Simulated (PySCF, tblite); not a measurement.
# C₈H₈BNS: excited states

Aim: compute the excited states of C₈H₈BNS (`B1C=CC=CN1c1cccs1`).

Programs: tblite 0.8.0 and PySCF 2.14.0, with routines of our own; each step states its level. All values are computed. Atoms count from 0.

## (1) The starting structure

19 atoms, charge 0, multiplicity 1; geometry from: force field or distance geometry start.

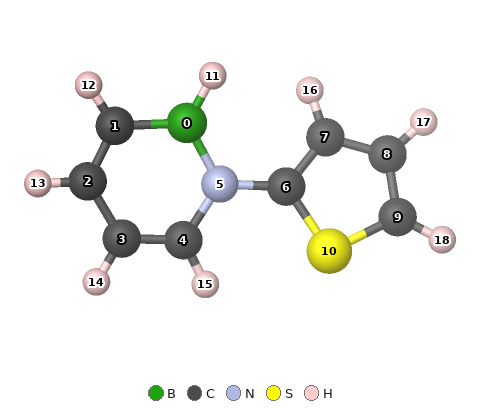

The starting geometry (boron green, carbon dark grey, nitrogen light blue, sulfur yellow, hydrogen pink).

## (2) Optimising the geometry with GFN2-xTB

What the job is given:

```
{"job": {"kind": "relax", "xc": "GFN2-xTB", "basis": "xTB"}, "charge": 0, "multiplicity": 1}
B     -0.997200     0.733000    -1.051500
C     -2.569100     0.710800    -1.088200
C     -3.208600     0.015200    -0.134400
C     -2.510300    -0.709900     0.927500
C     -1.169900    -0.737900     1.035500
N     -0.328600    -0.042800     0.080100
C      1.112900    -0.066700     0.217100
C      2.051400     0.277900    -0.753300
C      3.375800     0.137500    -0.324400
C      3.488400    -0.305700     0.988500
S      1.946300    -0.538700     1.606500
H     -0.402900     1.369400    -1.836300
H     -3.111200     1.240800    -1.838600
H     -4.295800    -0.003000    -0.158300
H     -3.100100    -1.248900     1.669700
H     -0.727100    -1.301900     1.848400
H      1.793200     0.597500    -1.754800
H      4.221000     0.355000    -0.955700
H      4.422100    -0.472200     1.515000
```

Started as:

```sh
$ OMP_NUM_THREADS=1 python excited_run.py task.json out
```

The driver reads the jobs from task.json and runs them one after another.

Output:

```text
step      E/eV     max force
  0    -777.87833    2.644
  1    -778.22503    0.992
  2    -778.31968    0.998
  3    -778.40058    0.727
  4    -778.45847    0.626
  5    -778.49010    0.446
  6    -778.51032    0.416
  7    -778.52930    0.545
  8    -778.55202    0.550
  9    -778.56605    0.313
 10    -778.57356    0.210
 11    -778.57833    0.219
 12    -778.58160    0.154
 13    -778.58372    0.107
 14    -778.58509    0.089
 15    -778.58615    0.081
 16    -778.58707    0.090
 17    -778.58785    0.070
 18    -778.58854    0.065
 19    -778.58921    0.071
 20    -778.58992    0.082
 21    -778.59076    0.079
 22    -778.59183    0.087
 23    -778.59304    0.101
 24    -778.59407    0.079
 25    -778.59467    0.065
 26    -778.59496    0.043
 27    -778.59514    0.038
 28    -778.59527    0.035
 29    -778.59539    0.029
 30    -778.59551    0.032
 31    -778.59565    0.030
 32    -778.59578    0.033
 33    -778.59589    0.034
 34    -778.59602    0.030
 35    -778.59622    0.043
 36    -778.59651    0.051
 37    -778.59684    0.042
 38    -778.59709    0.032
 39    -778.59725    0.040
 40    -778.59739    0.041
 41    -778.59758    0.035
 42    -778.59779    0.031
 43    -778.59797    0.036
 44    -778.59816    0.045
 45    -778.59841    0.048
 46    -778.59877    0.058
 47    -778.59918    0.056
 48    -778.59954    0.052
 49    -778.59988    0.048
 50    -778.60032    0.053
 51    -778.60090    0.063
 52    -778.60151    0.057
 53    -778.60198    0.052
 54    -778.60235    0.058
 55    -778.60283    0.067
 56    -778.60359    0.073
 57    -778.60445    0.074
 58    -778.60458    0.116
 59    -778.60546    0.040
 60    -778.60566    0.035
 61    -778.60594    0.027
 62    -778.60607    0.029
 63    -778.60624    0.026
 64    -778.60635    0.022
 65    -778.60647    0.018
 66    -778.60653    0.013
 67    -778.60656    0.010
```

Run time: 0.62 s. Hardware: 1 thread of Arm Neoverse V1, shared host.

Relaxation path: (not every step is listed)

```
step  energy from step 0 (eV)  largest force (eV/Å)
   0                   0.0000                2.6441
   1                  -0.3467                0.9922
   2                  -0.4413                0.9983
   3                  -0.5222                0.7268
   4                  -0.5801                0.6264
   5                  -0.6118                0.4464
   6                  -0.6320                0.4156
   7                  -0.6510                0.5454
   8                  -0.6737                0.5503
  13                  -0.7054                0.1070
  18                  -0.7102                0.0645
  23                  -0.7147                0.1015
  28                  -0.7169                0.0353
  33                  -0.7176                0.0344
  38                  -0.7188                0.0317
  43                  -0.7196                0.0364
  48                  -0.7212                0.0519
  53                  -0.7237                0.0522
  58                  -0.7263                0.1159
  62                  -0.7277                0.0286
  63                  -0.7279                0.0259
  64                  -0.7280                0.0221
  65                  -0.7281                0.0178
  66                  -0.7282                0.0132
  67                  -0.7282                0.0103
```

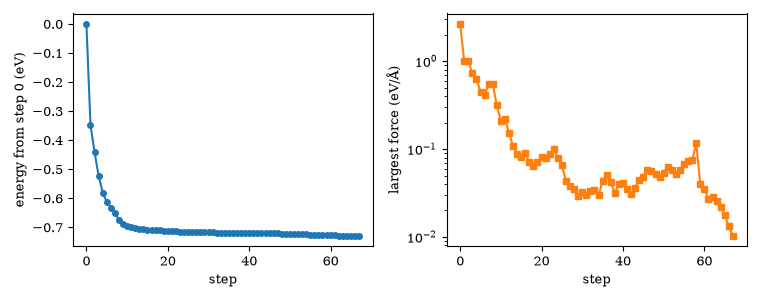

Energy and force, step by step.

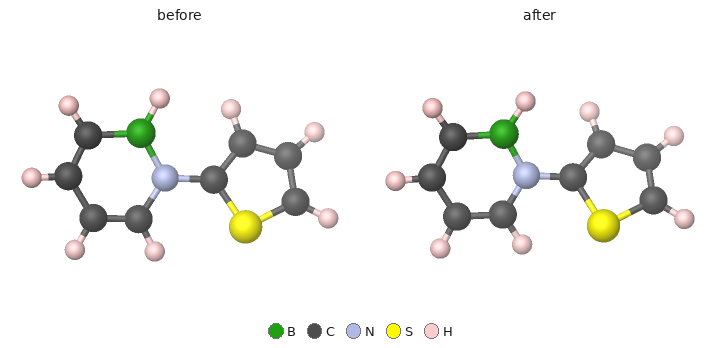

Before and after, at one scale.

Distances of close pairs at the start and the end, largest changes first:

```
  bond  before (Å)  after (Å)  change (Å)
 B0–N5       1.526      1.434      -0.092
 C4–N5       1.450      1.361      -0.089
 B0–C1       1.572      1.511      -0.061
C6–S10       1.688      1.747      +0.059
 N5–C6       1.448      1.390      -0.058
 C2–C3       1.463      1.412      -0.052
C9–S10       1.678      1.720      +0.042
 C8–C9       1.390      1.355      -0.035
```

The end geometry stands in the next job.

## (3) Harmonic vibrations with GFN2-xTB

What the job is given:

```
{"job": {"kind": "ir", "xc": "GFN2-xTB", "basis": "xTB"}, "charge": 0, "multiplicity": 1}
B     -0.979981     0.839869    -0.961066
C     -2.489763     0.782353    -0.986746
C     -3.154640    -0.005572    -0.095270
C     -2.437206    -0.769593     0.850487
C     -1.080734    -0.738475     0.885527
N     -0.343686     0.013127     0.022532
C      1.039885    -0.030477     0.153073
C      1.981310     0.110704    -0.823751
C      3.302330     0.035977    -0.331511
C      3.358087    -0.161628     1.008015
S      1.792360    -0.262195     1.712468
H     -0.318536     1.514755    -1.650808
H     -3.079609     1.356866    -1.689557
H     -4.235756    -0.066699    -0.084453
H     -2.965401    -1.392977     1.554815
H     -0.529907    -1.327509     1.607954
H      1.739808     0.251116    -1.860370
H      4.172645     0.122320    -0.956734
H      4.218992    -0.262712     1.637932
```

Output:

```text
mode    cm-1     km/mol
  1      51.2      1.03
  2      86.2      0.10
  3     141.3      0.18
  4     240.8      0.12
  5     301.1      0.84
  6     326.7      0.62
  7     347.7      0.10
  8     429.0      0.11
  9     486.8      0.16
 10     550.5      0.79
 11     558.2      1.67
 12     571.6      1.58
 13     573.4      2.91
 14     684.9      0.76
 15     714.4      9.90
 16     727.3      3.37
 17     733.5     16.00
 18     787.4     64.28
 19     808.6     15.13
 20     845.8     20.08
 21     846.4      2.76
 22     866.6     10.67
 23     890.2      0.07
 24     892.1      4.87
 25     940.9     14.11
 26     954.9      0.16
 27     960.7      6.77
 28    1069.5      7.05
 29    1077.9      0.38
 30    1079.4      0.47
 31    1154.7      8.60
 32    1174.4      5.21
 33    1179.6     18.29
 34    1201.9      2.74
 35    1248.0     83.11
 36    1297.7     10.76
 37    1341.9      3.35
 38    1371.4     31.89
 39    1423.8     43.72
 40    1477.8     55.75
 41    1506.3     95.80
 42    1564.2     33.22
 43    1618.0     77.08
 44    2645.4    136.64
 45    3041.7     35.96
 46    3052.6     17.81
 47    3060.3    112.87
 48    3099.7     36.97
 49    3131.4     18.81
 50    3152.7     12.29
 51    3167.3      6.08
```

It took 0.93 s on 1 thread of Arm Neoverse V1, shared host.

The strongest bands and the atoms that carry them (share of the mass-weighted mode):

```csv
cm⁻¹,km/mol,atoms
787,64.3,"H11 26 %, H14 22 %, H15 15 %, B0 14 %"
1248,83.1,"N5 24 %, H15 18 %, B0 13 %, C6 11 %"
1424,43.7,"C4 20 %, C1 19 %, H15 14 %"
1478,55.8,"C8 37 %, C9 26 %, C6 19 %, C7 10 %"
1506,95.8,"C2 39 %, C3 28 %, C1 13 %"
1618,77.1,"C4 33 %, C3 25 %, C1 17 %, C2 16 %"
2645,136.6,H11 92 %
3060,112.9,"H12 74 %, H13 17 %"
```

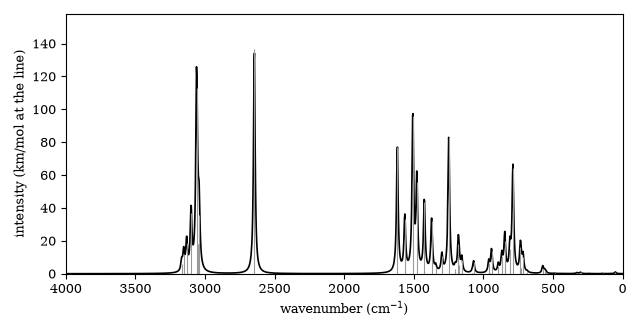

The infrared spectrum from these modes, unscaled. Lines are broadened to a width of 14 cm⁻¹ (Lorentzian).

## (4) Excited states: TDA BHandHLYP/def2-SVP

The job, as its differences from that of step 3:

```diff
@@ -1,2 +1,2 @@
-{"job": {"kind": "ir", "xc": "GFN2-xTB", "basis": "xTB"}, "charge": 0, "multiplicity": 1}
+{"job": {"kind": "states", "xc": "BHandHLYP", "basis": "def2-SVP", "tda": true, "soc": true, "nstates": 6, "ntriplets": 5, "nquad": 4}, "charge": 0, "multiplicity": 1}
 B     -0.979981     0.839869    -0.961066
```

With the program's defaults for keys left out, this is: TDA BHandHLYP/def2-SVP excited states, vertical, gas phase, spin-orbit mean-field couplings.

Output:

```text
coarse grid: 17424 points
cycle   1  E = -786.6781312814  dE =  2.614e+00  |g| = 4.822e-01  |ddm| = 5.124e+00
cycle   2  E = -786.6729163350  dE =  5.215e-03  |g| = 5.516e-01  |ddm| = 1.153e+00
cycle   3  E = -786.7498779905  dE = -7.696e-02  |g| = 9.898e-02  |ddm| = 7.022e-01
cycle   4  E = -786.7520728396  dE = -2.195e-03  |g| = 5.471e-02  |ddm| = 1.805e-01
cycle   5  E = -786.7528524748  dE = -7.796e-04  |g| = 1.105e-02  |ddm| = 6.945e-02
cycle   6  E = -786.7528859279  dE = -3.345e-05  |g| = 3.041e-03  |ddm| = 1.637e-02
cycle   7  E = -786.7528892896  dE = -3.362e-06  |g| = 1.083e-03  |ddm| = 5.000e-03
final grid: 166592 points
cycle   8  E = -786.8255074762  dE = -2.463e-05  |g| = 3.165e-03  |ddm| = 2.577e-02
cycle   9  E = -786.8255082165  dE = -7.403e-07  |g| = 2.993e-03  |ddm| = 6.506e-03
cycle  10  E = -786.8255102994  dE = -2.083e-06  |g| = 3.970e-04  |ddm| = 2.854e-03
cycle  11  E = -786.8255103317  dE = -3.227e-08  |g| = 2.623e-04  |ddm| = 6.658e-04
cycle  12  E = -786.8255103508  dE = -1.919e-08  |g| = 7.218e-05  |ddm| = 3.559e-04
cycle  13  E = -786.8255103526  dE = -1.779e-09  |g| = 2.243e-05  |ddm| = 1.150e-04
cycle  14  E = -786.8255103529  dE = -3.081e-10  |g| = 8.773e-06  |ddm| = 5.132e-05
converged SCF energy = -786.8255103529

Singlet excitations
state   eV       nm        f     d(h-e)  d(exc)  Lambda  PR(NTO)  |dmu|/D   mu/D   main configurations
  1   4.8064   258.0   0.40939   0.586   3.517   0.765   1.142    1.649    2.806   H->L 0.93
  2   5.5140   224.9   0.07707   0.383   3.485   0.801   1.276    1.237    2.564   H-1->L 0.86
  3   5.9468   208.5   0.01701   0.548   3.569   0.706   1.358    1.260    0.787   H->L+1 0.69
  4   6.0933   203.5   0.07610   1.368   3.656   0.504   1.428    4.400    5.369   H-2->L 0.76
  5   6.2925   197.0   0.14862   0.410   3.227   0.710   1.532                     H->L+2 0.75
  6   6.5955   188.0   0.02078   0.451   3.339   0.598   2.231                     H->L+3 0.25, H-1->L+1 0.17, H-2->L+1 0.15

Triplet excitations (Tamm-Dancoff)
state   eV     d(h-e)  d(exc)  Lambda  PR(NTO)   main configurations
  1   3.1772   0.152   2.838   0.766   1.397   H->L 0.73, H-1->L+1 0.13
  2   3.4261   0.170   2.664   0.780   1.823   H-1->L 0.56, H->L+1 0.28
  3   4.5695   0.587   2.889   0.690   2.597   H->L+2 0.32, H-1->L+1 0.16, H-2->L 0.11
  4   4.6869   0.040   2.746   0.714   2.164   H->L+2 0.29, H-1->L+2 0.20, H-3->L 0.13
  5   4.8010   0.573   2.944   0.586   1.812   H-2->L 0.40, H-2->L+1 0.21, H-3->L 0.10
S1 - T1 = 1.6292 eV

Spin-orbit couplings |<S|Hso|T>| (cm-1)
             T1       T2       T3       T4       T5
S0        2.071    2.432    2.065    3.345    7.146
S1        1.572    5.887    6.820    5.921    1.268
S2        0.864    1.626    4.645    2.436    4.362
S3       14.253   15.909    4.584    1.694    2.914
S4       13.003   10.261    8.423    5.674    5.429
S5        5.415    8.318    8.321    5.862    2.758
S6        8.342   18.507   16.876   10.386   15.429
T1 sublevels (cm-1): 0.000 0.012 0.012   radiative rates (1/s): 7.12 0.25 0.0068
```

Wall time 67 s (1 thread of Arm Neoverse V1, shared host); peak memory 0.94 GiB.

In short:

```csv
quantity,value
S1 less T1,1.63 eV
```

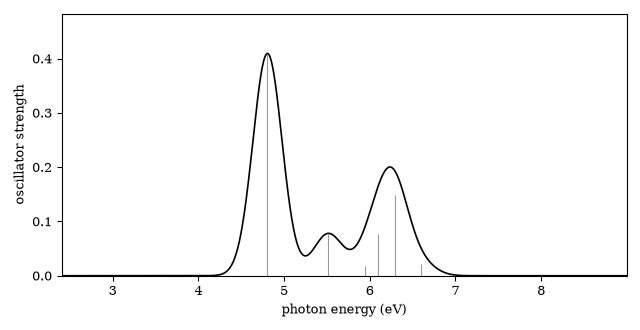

Absorption lines of the singlets. Lines are broadened to a width of 0.40 eV (Gaussian).

The fields below are evaluated on a grid from the run's orbitals.

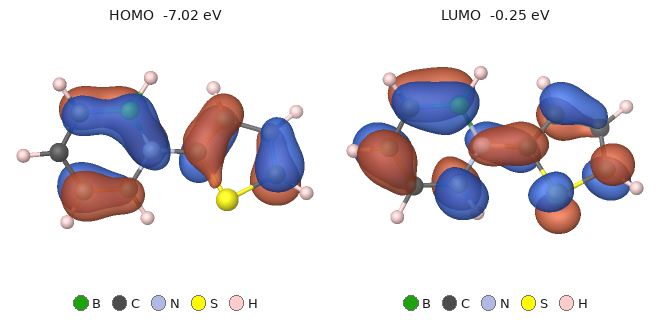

Frontier orbitals at BHandHLYP/def2-SVP; each surface holds 70 % of the orbital's density, blue and red mark the sign.

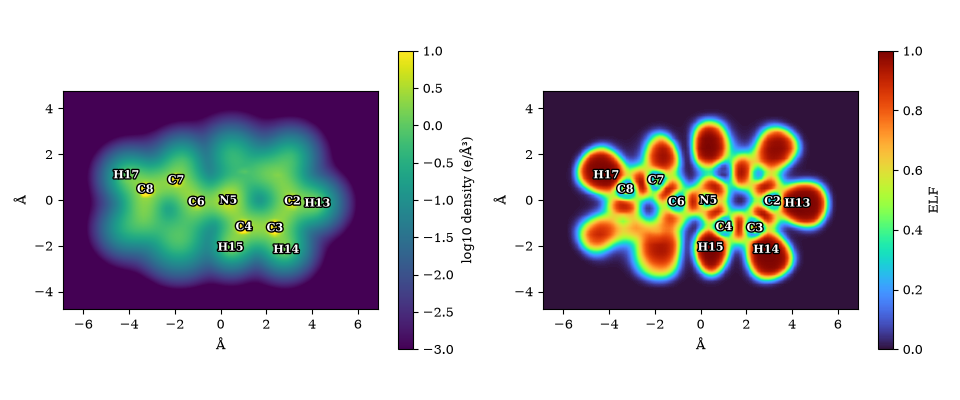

Density (left) and ELF (right) in a plane through or near 11 of the atoms.

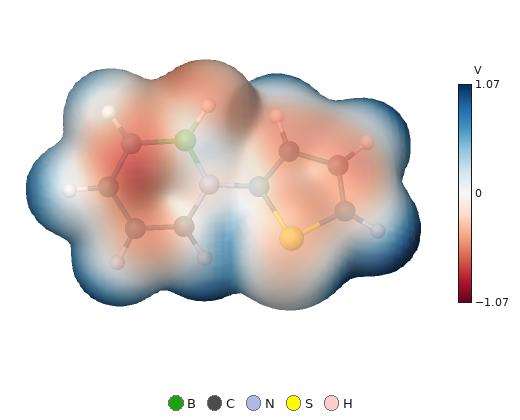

Electrostatic potential on the surface of density 0.002 e/bohr³; red is low, blue high. It runs, from the 1st to the 99th percentile, from -0.67 V near C1 to 1.07 V near H18.

## (5) Outcome

```
                                   quantity                  value
  strongest single infrared mode (GFN2-xTB)  2645 cm⁻¹, 137 km/mol
               zero-point energy (GFN2-xTB)          87.9 kcal/mol
S1 less T1 (step 4, TDA BHandHLYP/def2-SVP)                1.63 eV
      surface potential, 1st and 99th percentile     -0.67 V and 1.07 V
```

In words: No mode is imaginary among the 51: a minimum at this level. The strongest single mode, at 2645 cm⁻¹, moves mainly H11. Unscaled tight-binding wavenumbers are off by several per cent, some by more. Its intensities can rank the bands wrongly. In step 4, the number of triplets below S1 is at least 5, and the largest singlet-triplet spin-orbit coupling is S6–T2, 18.51 cm⁻¹.
